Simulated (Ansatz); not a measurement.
**Mg: pressure series**

The parent structure is Mg (space group R-3m, No. 166; a = 3.170 Å, c = 23.333 Å (hexagonal axes); a cell from a computed database, its experimental status unchecked).

Cell and atoms are relaxed at each pressure.

All numbers come from PBEsol, PAW, 420 eV (Ansatz, a program for electronic structure; without spin-orbit coupling).

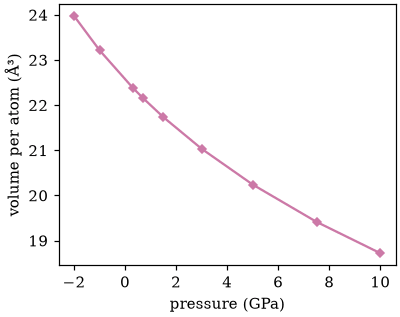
Figure. Volume against pressure

Estimate the zero-pressure bulk modulus from the plot.

About 37 GPa; a third-order Birch–Murnaghan fit to the points gives V₀ = 22.56 Å³/atom, B₀ = 37 GPa and B₀′ = 3.9.

Load acts through the strain it causes; cell and atoms are relaxed under it. No phonon test of stability was made. Competing high-pressure phases were not computed. This is not the structure that Mg has at room temperature and ambient pressure.
